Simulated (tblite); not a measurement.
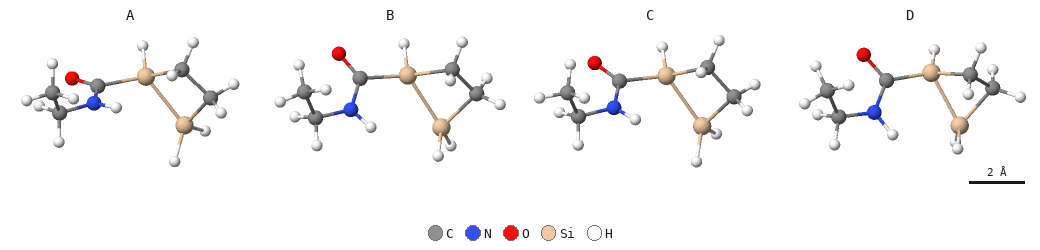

4 geometries from one relaxation of C₅H₁₃NOSi₂, in shuffled order. Style: ball-and-stick. Shown at a tilt.

Level of theory: GFN2-xTB geometry optimisation, gas phase in tblite. 

Put them in the order of the run, from the start to the converged end.

D, B, C, A. They are steps 0, 27, 67, 128, at +2.405 eV, +0.215 eV, +0.070 eV relative to the last. Over 128 geometry steps the energy falls by 2.405 eV. The largest moves after the best rigid fit, 1.48 Å, are those of O and H atoms. By element the largest moves are O 1.48 Å, H 1.47 Å, C 0.68 Å, Si 0.62 Å, N 0.35 Å. Among the contacts that change: C–Si 2.334 → 2.705 Å, Si–Si 2.225 → 2.331 Å, C–Si 1.829 → 1.934 Å, C–Si 1.815 → 1.919 Å. Bond angles that change, for instance: C–C–Si 86.8° → 101.7°, Si–C–C 88.0° → 100.7°, C–Si–H 117.2° → 105.4°. Groups turn about C–N by about 60°, C–C by about 40°, Si–Si by about 35°. The run took 2.4 s on 1 thread of Arm Neoverse N1, on a shared host.
